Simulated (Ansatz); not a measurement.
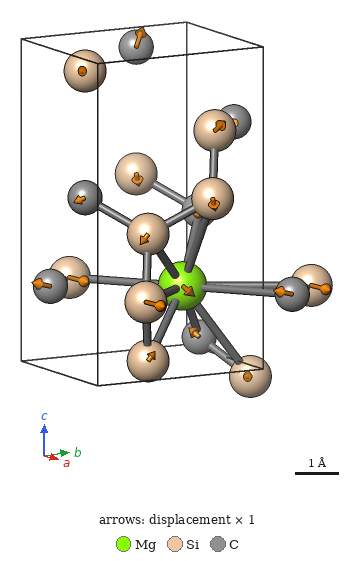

This is a relaxation of a crystal of MgSi₆C₆ (a generated structure, set up in P1) (coarse preliminary run). The starting structure is drawn; orange arrows show the displacements (the part carried along by the change of the cell is left out), at their true length.

The picture is a ball-and-stick view of the cell of the calculation, reduced to other axes, seen slightly off an axis. Lengths and directions refer to the drawn axes.

Computed with DFT PBE, scalar-relativistic, plane waves, PAW in Ansatz 0.2.0. Set-up: plane-wave cutoff 420 eV; k-point mesh 4 × 4 × 2; occupations gaussian; smearing width 0.1 eV; no spin polarisation; cell and atoms relaxed; force threshold 0.04 eV/Å; at most 70 steps.

Question: What happened in the run?

Answer: The atom that moves furthest relative to the cell is a Si atom (1.16 Å along +a). By element the largest moves are Si 1.16 Å, C 0.69 Å, Mg 0.42 Å. The volume changes by +9.7 %, with a 5.056 → 5.133 Å (+1.5 %), b 5.056 → 6.036 Å (+19.4 %), c 7.697 → 7.212 Å (−6.3 %), α 90.0° → 82.7°, β 90.0° → 91.6°, γ 108.2° → 112.2°. Near-neighbour distances that change, for instance: Mg–Si 3.219 → 4.716 Å, Si–Si 3.031 → 4.167 Å, Si–Si 3.027 → 4.035 Å, C–Si 3.027 → 2.144 Å. Bond angles that change, for instance: Mg–Si–C 73.8° → 136.6°, Si–Si–Si 119.6° → 59.8°, Si–C–C 119.6° → 79.6°. The space group stays P1 (No. 1). Over 29 accepted moves (31 points after the start) the energy falls by 23.076 eV per cell of the calculation. Largest force component: 14 eV/Å at the start, 0.023 eV/Å at the end. Pressure: 42.30 GPa at the start and 0.04 GPa at the end. The SCF was repeated twice at an unchanged geometry on a basis and grid sized afresh for the cell, which shifted the energy by 0.120 eV per cell of the calculation at most. Cost: 6.8 min on 1 thread of Arm Neoverse V2, with other jobs on the host, peak memory 0.45 GiB.

Limits of the set-up: the k-point mesh is coarse for a cell with partly filled bands.
